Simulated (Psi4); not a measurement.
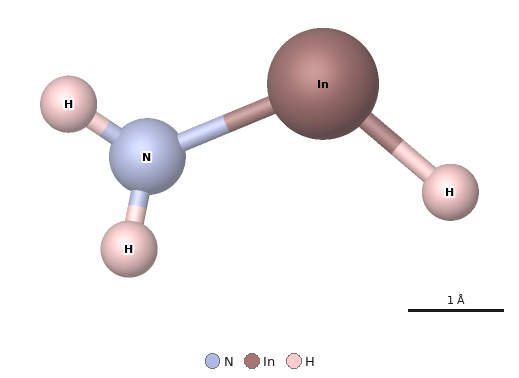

**Figure 1.** The input geometry (ball-and-stick view, seen at a tilt). Sticks mark near contacts.

## InNH3 (charge +1): single-point calculation

The run: single-point calculation of InNH3, charge +1. Method and program: MP2/def2-SVP, RHF, core potentials def2 (Psi4 1.11).

The geometry is that of the parent species in another charge or spin state. The geometry comes from this level: PBE0-D4/def2-TZVP.

The program's output:
```
Psi4 1.11 release

  Memory set to   1.490 GiB by Python driver.

   => Loading Basis Set <=

    Name: DEF2-SVP
    Role: ORBITAL
    Keyword: BASIS

    !!!  WARNING: ECP capability is in beta. Please check occupations closely.  !!!

         ---------------------------------------------------------
                                   SCF
                              RHF Reference
                        1 Threads,   1525 MiB Core
         ---------------------------------------------------------

  ==> Geometry <==

    Molecular point group: c1
    Full point group: C1

    Geometry (in Angstrom), charge = 1, multiplicity = 1:

       Center              X                  Y                   Z               Mass
    ------------   -----------------  -----------------  -----------------  -----------------
         N           -0.299400000000    -0.736500000000     0.264700000000    14.003074004430
         IN           0.846600000000     0.946400000000     0.296000000000   114.903878776000
         H           -0.846800000000    -0.960800000000    -0.554700000000     1.007825032230
         H            0.017600000000    -1.585600000000     0.707600000000     1.007825032230
         H            0.331900000000     2.262600000000    -0.755100000000     1.007825032230

  Running in c1 symmetry.

  Rotational constants: A =      2.03121  B =      0.08108  C =      0.07810 [cm^-1]
  Rotational constants: A =  60894.03581  B =   2430.85269  C =   2341.50925 [MHz]
  Nuclear repulsion =   61.852746045763588

  Charge       = 1
  Multiplicity = 1
  Electrons    = 30
  Nalpha       = 15
  Nbeta        = 15

  ==> Algorithm <==

  SCF Algorithm Type is PK.
  DIIS enabled.
  MOM disabled.
  Fractional occupation disabled.
  Guess Type is SAD.
  Energy threshold   = 1.00e-09
  Density threshold  = 1.00e-08
  Integral threshold = 1.00e-12

  ==> Primary Basis <==

  Basis Set: DEF2-SVP
    Blend: DEF2-SVP
    Number of shells: 25
    Number of basis functions: 55
    Number of Cartesian functions: 58
    Spherical Harmonics?: true
    Max angular momentum: 2

  Core potential: DEF2-SVP
    Number of shells: 4
    Number of ECP primitives: 18
    Number of ECP core electrons: 28
    Max angular momentum: 3

  ==> Integral Setup <==

  Using in-core PK algorithm.
   Calculation information:
      Number of atoms:                   5
      Number of AO shells:              25
      Number of primitives:             50
      Number of atomic orbitals:        58
      Number of basis functions:        55

      Integral cutoff                 1.00e-12
      Number of threads:                 1

  Performing in-core PK
  Using 2373140 doubles for integral storage.
  We computed 52667 shell quartets total.
  Whereas there are 52975 unique shell quartets.

  ==> DiskJK: Disk-Based J/K Matrices <==

    J tasked:                  Yes
    K tasked:                  Yes
    wK tasked:                  No
    Memory [MiB]:             1144
    Schwarz Cutoff:          1E-12

  Minimum eigenvalue in the overlap matrix is 2.5674577416E-02.
  Reciprocal condition number of the overlap matrix is 5.5932581358E-03.
    Using symmetric orthogonalization.

  ==> Pre-Iterations <==

  SCF Guess: Superposition of Atomic Densities via on-the-fly atomic UHF (no occupation information).

   -------------------------
    Irrep   Nso     Nmo
   -------------------------
     A         55      55
   -------------------------
    Total      55      55
   -------------------------

  ==> Iterations <==

                        Total Energy        Delta E     RMS |[F,P]|

   @RHF iter SAD:  -243.77365212831458   -2.43774e+02   0.00000e+00
   @RHF iter   1:  -244.90706948669734   -1.13342e+00   8.99609e-03 ADIIS/DIIS
   @RHF iter   2:  -244.98580740111777   -7.87379e-02   6.79923e-03 ADIIS/DIIS
   @RHF iter   3:  -245.05026300003451   -6.44556e-02   6.82420e-04 ADIIS/DIIS
   @RHF iter   4:  -245.05188097949474   -1.61798e-03   2.07651e-04 ADIIS/DIIS
   @RHF iter   5:  -245.05208589331457   -2.04914e-04   6.55781e-05 DIIS
   @RHF iter   6:  -245.05212632592838   -4.04326e-05   2.96927e-05 DIIS
   @RHF iter   7:  -245.05213875068557   -1.24248e-05   1.07541e-05 DIIS
   @RHF iter   8:  -245.05214045229451   -1.70161e-06   4.13036e-06 DIIS
   @RHF iter   9:  -245.05214070999017   -2.57696e-07   1.47273e-06 DIIS
   @RHF iter  10:  -245.05214073841219   -2.84220e-08   3.83609e-07 DIIS
   @RHF iter  11:  -245.05214073986454   -1.45235e-09   8.41614e-08 DIIS
   @RHF iter  12:  -245.05214073992562   -6.10783e-11   2.09566e-08 DIIS
   @RHF iter  13:  -245.05214073992894   -3.32534e-12   4.26892e-09 DIIS
  Energy and wave function converged.

  ==> Post-Iterations <==

    Orbital Energies [Eh]
    ---------------------

    Doubly Occupied:

       1A    -15.741403     2A     -5.659478     3A     -3.917646
       4A     -3.916912     5A     -3.908549     6A     -1.326862
       7A     -1.304176     8A     -1.303555     9A     -1.296147
      10A     -1.293713    11A     -1.243778    12A     -0.821648
      13A     -0.766792    14A     -0.656711    15A     -0.580129

    Virtual:

      16A     -0.253581    17A     -0.153698    18A     -0.069423
      19A     -0.027817    20A      0.044774    21A      0.083256
      22A      0.091921    23A      0.105998    24A      0.136019
      25A      0.188189    26A      0.246045    27A      0.254437
      28A      0.306637    29A      0.374641    30A      0.477605
      31A      0.661070    32A      0.703895    33A      0.763247
      34A      0.889623    35A      0.937994    36A      0.967371
      37A      1.053177    38A      1.383575    39A      1.543109
      40A      1.582878    41A      1.626176    42A      1.826214
      43A      1.844731    44A      1.933211    45A      2.272401
      46A      2.277745    47A      2.650851    48A      2.752586
      49A      2.889624    50A      3.289780    51A      3.536258
      52A     16.121944    53A     16.296625    54A     16.963646
      55A     61.407639

    Final Occupation by Irrep:
              A
    DOCC [    15 ]
    NA   [    15 ]
    NB   [    15 ]

  @RHF Final Energy:  -245.05214073992894

   => Energetics <=

    Nuclear Repulsion Energy =             61.8527460457635883
    One-Electron Energy =                -526.3347735133442029
    Two-Electron Energy =                 219.4298867276516773
    Total Energy =                       -245.0521407399289444

Computation Completed

Properties will be evaluated at   0.000000,   0.000000,   0.000000 [a0]

Properties computed using the SCF density matrix

 Multipole Moments:

 ------------------------------------------------------------------------------------
     Multipole            Electronic (a.u.)      Nuclear  (a.u.)        Total (a.u.)
 ------------------------------------------------------------------------------------

 L = 1.  Multiply by 2.5417464519 to convert [e a0] to [Debye]
 Dipole X            :        -26.4784369           28.6964361            2.2179992
 Dipole Y            :        -25.8341729           27.2783856            1.4442127
 Dipole Z            :        -13.2485562           14.1100181            0.8614618
 Magnitude           :                                                    2.7834129

 ------------------------------------------------------------------------------------

	total time  =          1 seconds =       0.02 minutes
 MINTS: Wrapper to libmints.

   Calculation information:
      Number of threads:                 1
      Number of atoms:                   5
      Number of AO shells:              25
      Number of SO shells:              25
      Number of primitives:             50
      Number of atomic orbitals:        58
      Number of basis functions:        55

      Number of irreps:                  1
      Integral cutoff                 1.00e-12
      Number of functions per irrep: [  55 ]

 OEINTS: Overlap, kinetic, potential, dipole, and quadrupole integrals
         stored in file 35.

      Computing two-electron integrals...done
      Computed 1111514 non-zero two-electron integrals.
        Stored in file 33.

  Module OCC Options:
  ----------------------------------------------------------------------------
  ACTIVE                        => (empty)
  BASIS_RELATIVISTIC            => (empty)
  BENCH                         => (empty)
  CACHELEVEL                    => (empty)
  CCL_ENERGY                    => (empty)
  CC_MAXITER                    => (empty)
  CC_TYPE                       => (empty)
  CEPA_OS_SCALE                 => (empty)
  CEPA_SOS_SCALE                => (empty)
  CEPA_SS_SCALE                 => (empty)
  CEPA_TYPE                     => (empty)
  CI_TYPE                       => (empty)
  CUBEPROP_BASIS_FUNCTIONS      => (empty)
  CUBEPROP_FILEPATH             => (empty)
  CUBEPROP_ISOCONTOUR_THRESHOLD => (empty)
  CUBEPROP_ORBITALS             => (empty)
  CUBEPROP_TASKS                => (empty)
  CUBIC_BASIS_TOLERANCE         => (empty)
  CUBIC_BLOCK_MAX_POINTS        => (empty)
  CUBIC_GRID_OVERAGE            => (empty)
  CUBIC_GRID_SPACING            => (empty)
  CUTOFF                        => (empty)
  DDX                           => (empty)
  DEBUG                         => (empty)
  DERTYPE                       => (empty)
  DF_BASIS_CC                   => (empty)
  DIE_IF_NOT_CONVERGED          => (empty)
  DIIS_MAX_VECS                 => (empty)
  DIIS_MIN_VECS                 => (empty)
  DKH_ORDER                     => (empty)
  DOCC                          => (empty)
  DO_DIIS                       => (empty)
  DO_LEVEL_SHIFT                => (empty)
  DO_SCS                        => (empty)
  DO_SOS                        => (empty)
  E3_SCALE                      => (empty)
  EA_POLES                      => (empty)
  EKT_EA                        => (empty)
  EKT_IP                        => (empty)
  EP_EA_POLES                   => (empty)
  EP_IP_POLES                   => (empty)
  EP_MAXITER                    => (empty)
  EXTERNAL_POTENTIAL_SYMMETRY   => (empty)
  E_CONVERGENCE                 => 1e-09           !
  FREEZE_CORE                   => (empty)
  FREEZE_CORE_POLICY            => (empty)
  FROZEN_DOCC                   => (empty)
  FROZEN_UOCC                   => (empty)
  INTEGRAL_PACKAGE              => (empty)
  IP_POLES                      => (empty)
  LEVEL_SHIFT                   => (empty)
  LITERAL_CFOUR                 => (empty)
  LS_THC_BASIS_TOLERANCE        => (empty)
  LS_THC_DF                     => (empty)
  LS_THC_PRUNING_SCHEME         => (empty)
  LS_THC_RADIAL_POINTS          => (empty)
  LS_THC_SPHERICAL_POINTS       => (empty)
  LS_THC_S_EPSILON              => (empty)
  LS_THC_WEIGHTS_TOLERANCE      => (empty)
  MAT_NUM_COLUMN_PRINT          => (empty)
  MAX_MOGRAD_CONVERGENCE        => (empty)
  MAX_RADIAL_MOMENT             => (empty)
  MBIS_D_CONVERGENCE            => (empty)
  MBIS_MAXITER                  => (empty)
  MBIS_PRUNING_SCHEME           => (empty)
  MBIS_RADIAL_POINTS            => (empty)
  MBIS_SPHERICAL_POINTS         => (empty)
  MOGRAD_DAMPING                => (empty)
  MOLDEN_WITH_VIRTUAL           => (empty)
  MO_MAXITER                    => (empty)
  MO_READ                       => (empty)
  MO_STEP_MAX                   => (empty)
  MO_WRITE                      => (empty)
  MP2_OS_SCALE                  => (empty)
  MP2_SOS_SCALE                 => (empty)
  MP2_SOS_SCALE2                => (empty)
  MP2_SS_SCALE                  => (empty)
  MP2_TYPE                      => CONV            !
  MP_TYPE                       => (empty)
  NAT_ORBS                      => (empty)
  NUM_FROZEN_DOCC               => 5               !
  NUM_FROZEN_UOCC               => (empty)
  NUM_GPUS                      => (empty)
  OCC_ORBS_PRINT                => (empty)
  OEPROP                        => (empty)
  OPT_METHOD                    => (empty)
  ORBITAL_OPTIMIZER_PACKAGE     => (empty)
  ORB_OPT                       => FALSE           !
  ORB_RESP_SOLVER               => (empty)
  ORTH_TYPE                     => (empty)
  OS_SCALE                      => (empty)
  PARENT_SYMMETRY               => (empty)
  PCG_BETA_TYPE                 => (empty)
  PCG_CONVERGENCE               => (empty)
  PCG_MAXITER                   => (empty)
  PCM                           => (empty)
  PE                            => (empty)
  PRINT                         => (empty)
  PRINT_NOONS                   => (empty)
  PROPERTIES                    => (empty)
  PROPERTIES_ORIGIN             => (empty)
  PUREAM                        => TRUE            !
  QC_MODULE                     => (empty)
  RAS1                          => (empty)
  RAS2                          => (empty)
  RAS3                          => (empty)
  RAS4                          => (empty)
  RELATIVISTIC                  => (empty)
  RELAXED                       => (empty)
  REMP_A                        => (empty)
  RESTRICTED_DOCC               => (empty)
  RESTRICTED_UOCC               => (empty)
  RMS_MOGRAD_CONVERGENCE        => (empty)
  R_CONVERGENCE                 => (empty)
  SCF_TYPE                      => PK              !
  SCREENING                     => (empty)
  SCS_TYPE                      => (empty)
  SOCC                          => (empty)
  SOS_TYPE                      => (empty)
  SPIN_SCALE_TYPE               => NONE            !
  SS_SCALE                      => (empty)
  SYMMETRIZE                    => (empty)
  TPDM_ABCD_TYPE                => (empty)
  WFN                           => (empty)
  WFN_TYPE                      => OMP2            !
  WRITER_FILE_LABEL             => (empty)
  ZORA_BASIS_TOLERANCE          => (empty)
  ZORA_NR_DEBUG                 => (empty)
  ZORA_PRUNING_SCHEME           => (empty)
  ZORA_RADIAL_POINTS            => (empty)
  ZORA_SPHERICAL_POINTS         => (empty)

 ==============================================================================
 ==============================================================================
 ==============================================================================

                             MP2

 ==============================================================================
 ==============================================================================
 ==============================================================================

	MO spaces per irreps...

	IRREP   FC    OCC   VIR  FV
	==============================
	   A     5    10    40    0
	==============================

	Memory is   1600 MB
	Cost of iabc is      0 MB
	Cost of abcd is     16 MB
	Switching to the incore algorithm for iabc..
	Switching to the incore algorithm for abcd..

	Computing MP2 energy using SCF MOs (Canonical MP2)...
	==============================================================================
	Nuclear Repulsion Energy (a.u.)    :    61.85274604576359
	SCF Energy (a.u.)                  :  -245.05214073992894
	REF Energy (a.u.)                  :  -245.05214073992894
	Alpha-Alpha Contribution (a.u.)    :    -0.02974798441682
	Alpha-Beta Contribution (a.u.)     :    -0.19249885932493
	Beta-Beta Contribution (a.u.)      :    -0.02974798441682
	Scaled_SS Correlation Energy (a.u.):    -0.01983198961122
	Scaled_OS Correlation Energy (a.u.):    -0.23099863118992
	SCS-MP2 Total Energy (a.u.)        :  -245.30297136073006
	SOS-MP2 Total Energy (a.u.)        :  -245.28313937111886
	SCSN-MP2 Total Energy (a.u.)       :  -245.15685364507615
	SCS-MP2-VDW Total Energy (a.u.)    :  -245.32828726428167
	SOS-PI-MP2 Total Energy (a.u.)     :  -245.32163914298386
	MP2 Correlation Energy (a.u.)      :    -0.25199482815858
	MP2 Total Energy (a.u.)            :  -245.30413556808753
	==============================================================================

	total time  =          0 seconds =       0.00 minutes

    Psi4 run time: 0:00:00.87
```

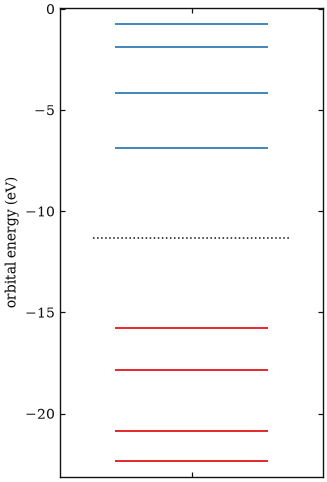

**Figure 2.** Orbital energies near the frontier (SCF reference); the dotted line parts filled from empty levels, and levels within 0.02 eV of each other stand side by side. Highest filled −15.79 eV, lowest empty −6.90 eV, 8.89 eV apart.

This output came from the following input.

Input file (input.in):
```
memory 1600 MB

molecule {
  1 1
  N     -0.299400    -0.736500     0.264700
  In     0.846600     0.946400     0.296000
  H     -0.846800    -0.960800    -0.554700
  H      0.017600    -1.585600     0.707600
  H      0.331900     2.262600    -0.755100
  units angstrom
  symmetry c1
  no_reorient
  no_com
}

set {
  basis           def2-SVP
  puream          true
  e_convergence   1e-09
  d_convergence   1e-08
  scf_type        pk
  num_frozen_docc 5
  mp2_type        conv
}

energy("mp2")
```

Run as:
```bash
psi4 -n 1 input.in input.out
```

Key numbers:

```csv
quantity,value
outcome,converged
total energy,−245.304136 hartree
SCF energy,−245.052141 hartree
MP2 energy,−245.304136 hartree
correlation energy,−0.251995 hartree
basis functions,55
HOMO of the SCF reference,−15.79 eV
LUMO of the SCF reference,−6.90 eV
hardware,"1 thread of Intel Xeon (Granite Rapids), 64 GiB of memory available, shared host"
wall time,1.6 s
peak memory,0.22 GiB
```
